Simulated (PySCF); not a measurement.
C2H7BrO, SMILES `Br.CCO`.

Computed with PySCF, HF/def2-SVPD, geometry: GFN2-xTB. GFN2-xTB bond lengths at metals and heavier atoms can be off by up to 0.1 Å and shapes distorted, which carries into these values.

The calculation's input:

```python
import numpy as np
from pyscf import gto, scf, dft
from pyscf.scf import atom_ks, atom_hf
from scipy.linalg import block_diag
from pyscf.dispersion import dftd3

def solve(mol, dm0=None, hcore=None):
    mf = scf.UHF(mol) if mol.spin else scf.RHF(mol)
    mf = mf.density_fit(auxbasis='def2-universal-jkfit')
    mf.conv_tol, mf.max_cycle = 1e-8, 80
    if hcore is not None:
        mf.get_hcore = lambda *args: hcore
    mf.kernel(dm0)
    if not mf.converged:
        mf = mf.newton().run(mf.mo_coeff, mf.mo_occ, max_cycle=30)
    assert mf.converged, 'SCF not converged'
    return mf

mol = gto.M(atom='''
Br    -1.54395    -0.08674    -0.01605
H     -0.27008     0.53877     0.05699
C      2.49237    -1.05733     0.19164
C      2.30255     0.30274    -0.46528
O      1.38474     1.12178     0.24426
H      3.16950    -1.66108    -0.40503
H      1.54111    -1.57828     0.27256
H      2.91538    -0.94548     1.18901
H      1.87637     0.19186    -1.46459
H      3.26404     0.82312    -0.55269
H      1.69451     1.22016     1.15310
''', basis='def2-svpd', charge=0, spin=0, verbose=4)
mol_a = gto.M(atom='''
Br    -1.54395    -0.08674    -0.01605
H     -0.27008     0.53877     0.05699
ghost-C      2.49237    -1.05733     0.19164
ghost-C      2.30255     0.30274    -0.46528
ghost-O      1.38474     1.12178     0.24426
ghost-H      3.16950    -1.66108    -0.40503
ghost-H      1.54111    -1.57828     0.27256
ghost-H      2.91538    -0.94548     1.18901
ghost-H      1.87637     0.19186    -1.46459
ghost-H      3.26404     0.82312    -0.55269
ghost-H      1.69451     1.22016     1.15310
''', basis='def2-svpd', charge=0, spin=0, verbose=4)
mol_b = gto.M(atom='''
ghost-Br    -1.54395    -0.08674    -0.01605
ghost-H     -0.27008     0.53877     0.05699
C      2.49237    -1.05733     0.19164
C      2.30255     0.30274    -0.46528
O      1.38474     1.12178     0.24426
H      3.16950    -1.66108    -0.40503
H      1.54111    -1.57828     0.27256
H      2.91538    -0.94548     1.18901
H      1.87637     0.19186    -1.46459
H      3.26404     0.82312    -0.55269
H      1.69451     1.22016     1.15310
''', basis='def2-svpd', charge=0, spin=0, verbose=4)
ab, a, b = solve(mol), solve(mol_a), solve(mol_b)
e_int = ab.e_tot - a.e_tot - b.e_tot
print('counterpoise-corrected interaction energy / kcal/mol', e_int * 627.5095)
def disp(atoms, charge):
    m = gto.M(atom=atoms, charge=charge, basis='sto-3g', spin=None, unit='Bohr', verbose=0)
    return dftd3.DFTD3Dispersion(m, xc='hf', version='d3bj').get_dispersion()['energy']
e_disp = disp(mol._atom, mol.charge) - disp(mol._atom[:2], mol_a.charge) - disp(mol._atom[2:], mol_b.charge)
print('D3(BJ) part / kcal/mol', e_disp * 627.5095)
# spherically averaged free atoms, for the promolecule
atm = scf.atom_hf.get_atm_nrhf(mol)
pro = block_diag(*[(atm[a[0]][2] * atm[a[0]][3]) @ atm[a[0]][2].T for a in mol._atom])
np.savez('result.npz', e_int=e_int, e_disp=e_disp, dm_a=a.make_rdm1(), dm_b=b.make_rdm1(), c=ab.mo_coeff, occ=ab.mo_occ, eps=ab.mo_energy, pro=pro, d=[f.dip_moment(verbose=0) for f in (ab, a, b)])
```

Launched as:

```sh
OMP_NUM_THREADS=1 python input.py
```

The run took 16 s on 1 thread of Intel(R) Xeon(R) Platinum 8488C (Sapphire Rapids) (shared host), peak memory 0.35 GiB.

Partitions, critical points and surface values were worked out afterwards from this run's density.

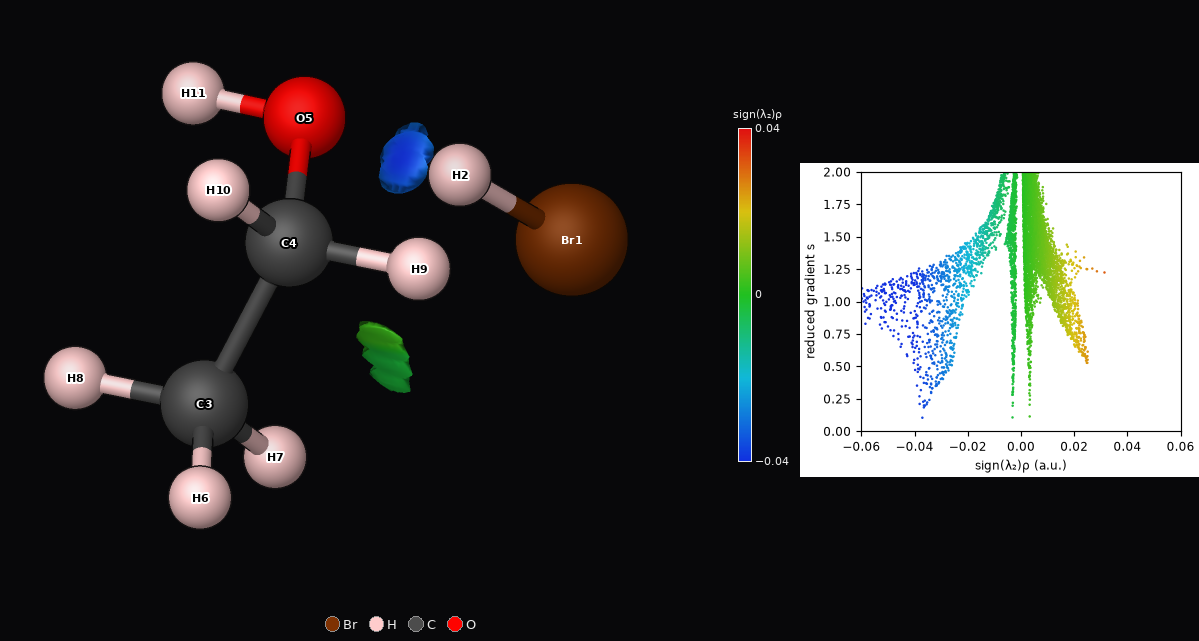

Non-covalent interaction surfaces between the fragments (reduced density gradient s = 0.4, coloured by sign(λ₂)ρ in a.u.; trimmed to the region between the fragments where ρ is under 0.06 a.u.). Fragment A: HBr (atoms 1–2); fragment B: H6C2O. The plot gives s against sign(λ₂)ρ for grid points between the fragments.

Which interactions hold the two fragments together?

Bond critical points between the fragments: H2···O5, hydrogen bond, 1.76 Å, ρ = 0.038 a.u. It appears blue (attractive, sign(λ₂)ρ well below zero). The pose is a local one from a semi-empirical search, not shown to be the most stable.

How strongly are they bound?

The counterpoise-corrected interaction energy of the frozen fragments is −1.9 kcal/mol without dispersion correction and −6.0 kcal/mol with D3(BJ). The pair geometry is semi-empirical, not a minimum at this level.
